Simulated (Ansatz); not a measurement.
H3C5I2N

The calculation's input:

```
crystal:
  lattice:
    - [0.0, 8.5142575823, 3.0680088565]
    - [3.3674670929, 0.0, 3.0680088565]
    - [3.3674670929, 8.5142575823, 0.0]
  atoms:
    - { symbol: H, position: [0.2421927015, 0.4957980496, 0.5042019504] }
    - { symbol: H, position: [0.4957980496, 0.2421927015, 0.7578072985] }
    - { symbol: H, position: [0.1616270763, 0.1616270763, 0.8383729237] }
    - { symbol: C, position: [0.6142003637, 0.7475999072, 0.2524000928] }
    - { symbol: C, position: [0.7475999072, 0.6142003637, 0.3857996363] }
    - { symbol: C, position: [0.3832520893, 0.5248710826, 0.4751289174] }
    - { symbol: C, position: [0.5248710826, 0.3832520893, 0.6167479107] }
    - { symbol: C, position: [0.3400022159, 0.3400022159, 0.6599977841] }
    - { symbol: I, position: [0.6943789556, 0.0387956443, 0.9612043557] }
    - { symbol: I, position: [0.0387956443, 0.6943789556, 0.3056210444] }
    - { symbol: "N", position: [0.7927819142, 0.7927819142, 0.2072180858] }
basis:
  ecutwfc: 500
kpoints:
  mp_grid: { grid: [4, 4, 4] }
hamiltonian:
  xc: r2scan
scf:
  occupations: { method: gaussian, width: 0.02 }
output:
  forces: true
  stress: true
  eigenvalues: true
  write_density: true
  write_potential: true
  elf: true
  volumetric_format: npy
relax:
  adjacent_minimum: "off"
  f_tol: 0.02
  max_steps: 50
  cell: { stress_tol: 0.03 }
```

Command:

```sh
ansatz run input.yaml --threads 2 --pin off --max-ram 5120MiB --backend cpu --events-out ev --progress --plain --runs-dir out
```

Below, planes, directions and counts refer to the conventional cell (a = 7.00 Å, b = 17.36 Å, c = 6.26 Å, α = 90.00°, β = 90.00°, γ = 90.00°).

The fields are those of the relaxed geometry.

Space group Fmm2.

These are results of DFT r2SCAN, scalar-relativistic, plane waves, PAW in Ansatz, not measurements.

> Predict the valence pseudo-density and electron localisation function between the atoms.

C–H (1.08 Å): the density is about 2.1 e/Å³ at the midpoint; the ELF climbs to about 1 towards the hydrogen, as it does in any bond to H; a covalent bond by its length.
C–N (1.32 Å): the density is about 2.6 e/Å³ at the midpoint; the ELF peaks at about 0.90 between the atoms; localised, covalent bonding.
C–C (1.39 Å): the density is about 2.2 e/Å³ at the midpoint; the ELF peaks at about 0.95 between the atoms, as expected for localised, covalent bonding.
C–I (2.12 Å): the density is about 0.88 e/Å³ at the midpoint; the ELF peaks at about 0.90 between the atoms; localised, covalent bonding.

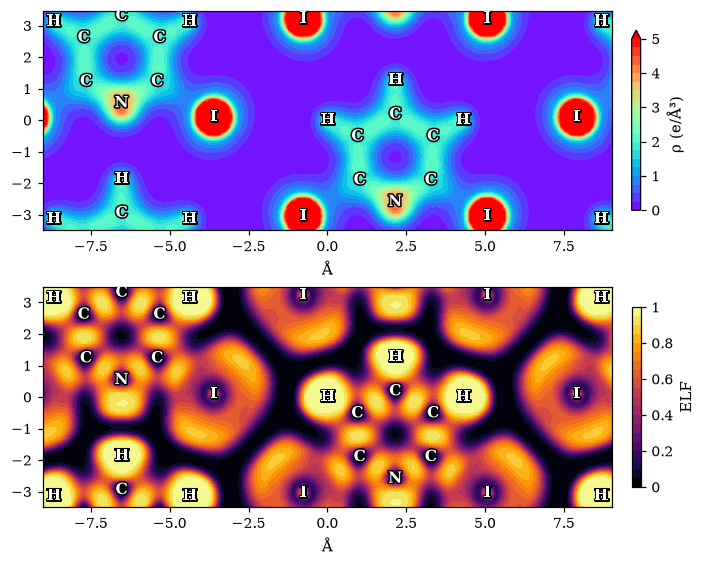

Computed valence pseudo-density and electron localisation function on the (100) plane of the conventional cell, in this order. 

Core electrons are frozen (PAW), and the valence fields are smoothed inside the atomic spheres.
